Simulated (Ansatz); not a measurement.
C$_{2}$H$_{2}$FSi (charge −1)

The calculation's input:

```
crystal:
  periodic: [false, false, false]
  atoms:
    - {symbol: C, position_ang: [-2.730478, 1.348080, 0.000357]}
    - {symbol: C, position_ang: [-1.777094, 1.052886, -0.716147]}
    - {symbol: F, position_ang: [0.845276, 0.134128, -0.827100]}
    - {symbol: Si, position_ang: [-0.279669, 0.913737, -1.903647]}
    - {symbol: H, position_ang: [-3.563590, 1.584757, 0.631742]}
    - {symbol: H, position_ang: [-0.814212, -0.376664, -2.570532]}
basis:
  gaussian:
    orbitals: def2-TZVPD
total_charge: -1
hamiltonian:
  xc: pbe0
output:
  forces: true
  orbitals: {seedname: orbitals}
```

Launched as:

```sh
ansatz run input.yaml --threads 2 --pin off --max-ram 4350MiB --events-out events.jsonl --progress --plain --runs-dir runs
```

Geometry: B3LYP-D3(BJ)/def2-SVPD.

Computed with isolated molecule in a Gaussian basis; Kohn-Sham density functional theory, functional PBE0 (Ansatz 0.2.0).

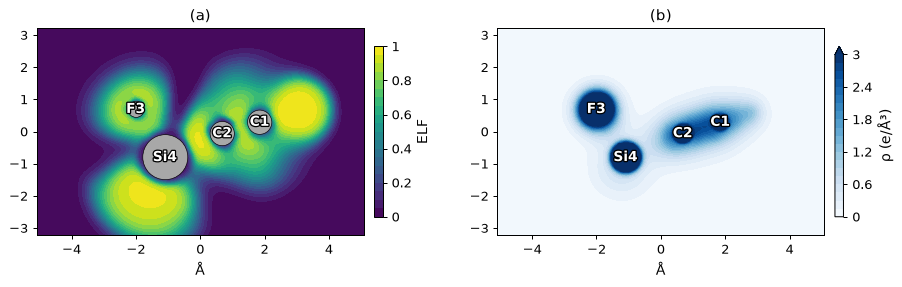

Figure 1. (a) electron localisation function; (b) electron density on the plane of atoms C2, Si4 and F3. Grey discs cover the atomic cores in the ELF map.

### Read the bonding off the picture.

The plane passes through C, F and Si nuclei.
C–C (1.23 Å): ρ at the midpoint is about 2.7 e/Å³; the ELF peaks at about 0.85 between the atoms; a multiple bond.
Si–F (1.74 Å): ρ is about 0.84 e/Å³ halfway; the ELF peaks at about 0.85 in the valence shell of F, 0.6 Å from its nucleus, and is about 0.55 at the midpoint.
C–Si (1.92 Å): ρ at the midpoint is about 0.82 e/Å³; the ELF peaks at about 0.95 between the atoms, as expected for a shared electron pair.
The ELF also peaks beside Si4 and F3, away from the bonds: lone-pair regions.

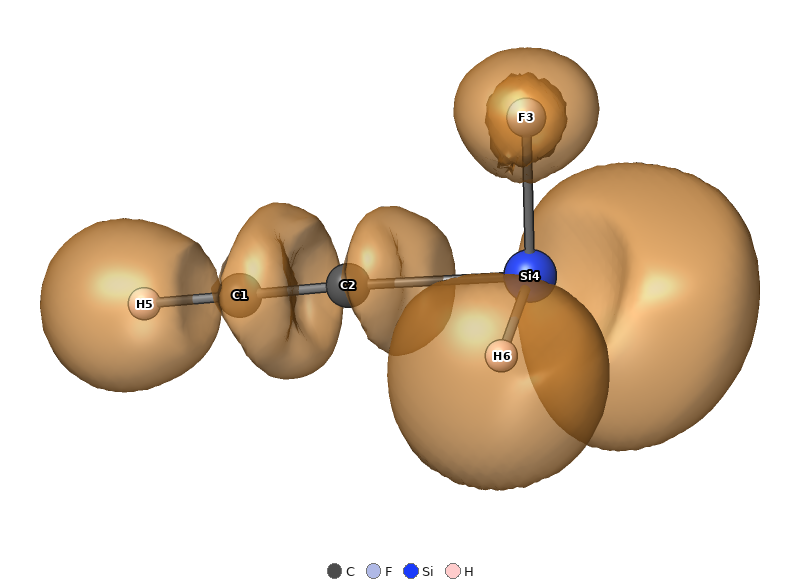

Figure 2. Isosurface of the electron localisation function at 0.8 (orange), seen at a tilt. Core shells and regions of very low density are left out.

### What do the ELF domains correspond to?

At this value the surface marks out one region between bonded C–C atoms (shared pairs), one region between bonded C–Si atoms (shared pairs), two regions around hydrogen nuclei, one lobe on Si, pointing away from the bonds (lone pairs) and one region wrapped around F (its lone pairs, merged into a ring or cap).

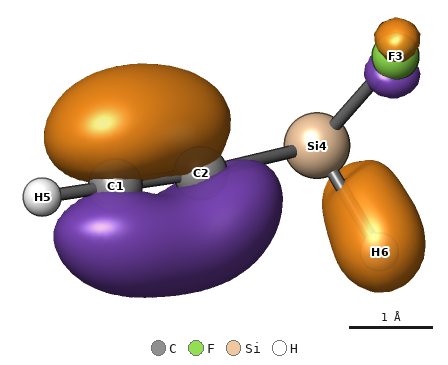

Figure 3. The HOMO−1 at ±0.15 Å⁻³ᐟ² (orange and purple are the two phases), seen at a tilt.

### Describe this orbital and give its energy.

By Hirshfeld shares it lies mainly on C1 (about 40 %), C2 (about 35 %), Si4 (about 10 %) and H6 (about 5 %). Its energy is −3.30 eV.
